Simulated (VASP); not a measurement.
Band structure of Li₂O (space group Fm-3m). Computed with PBE GGA, VASP's PBE PAW potentials (set 64) (plane waves; VASP 6.6.1).

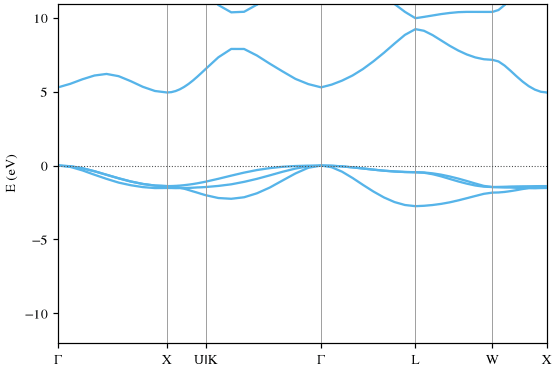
Figure. Bands along high-symmetry lines, zero at the valence-band maximum or, without a gap, the Fermi level

**Question.** Read the plot: is there a gap, and where are the band edges?

**Answer.** The gap is indirect, 4.94 eV, from the valence maximum at Γ to the conduction minimum at X.

The structure is a typed Li2O crystal (Fm-3m). The cell was not relaxed at this level.
